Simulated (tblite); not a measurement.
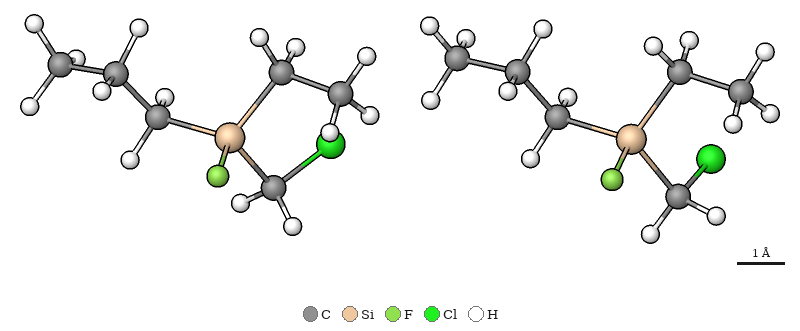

Two geometries of C6H14ClFSi, drawn at one scale. One is the start of a relaxation, the other its converged end. A ball-and-stick model, seen from a free direction.

These are results of GFN2-xTB geometry optimisation, gas phase in tblite 0.8.0, not measurements. 

**Which of the two is the end point?**

The right one is the relaxed one. An H atom moves most after the best rigid fit: 0.84 Å. Largest moves by element: H 0.84 Å, Cl 0.76 Å, F 0.31 Å, C 0.22 Å, Si 0.12 Å. Near-neighbour distances that change, for instance: F–Si 1.709 → 1.633 Å, C–Si 1.826 → 1.897 Å, C–Si 1.848 → 1.901 Å, C–H 1.125 → 1.092 Å. Among the angles between lasting bonds that change: F–Si–C 110.3° → 102.8°, C–Si–C 105.6° → 112.2°, Cl–C–H 113.1° → 106.7°. Groups turn about C–Si by about 35°. After 114 geometry steps the energy has fallen by 71.7 kJ/mol.
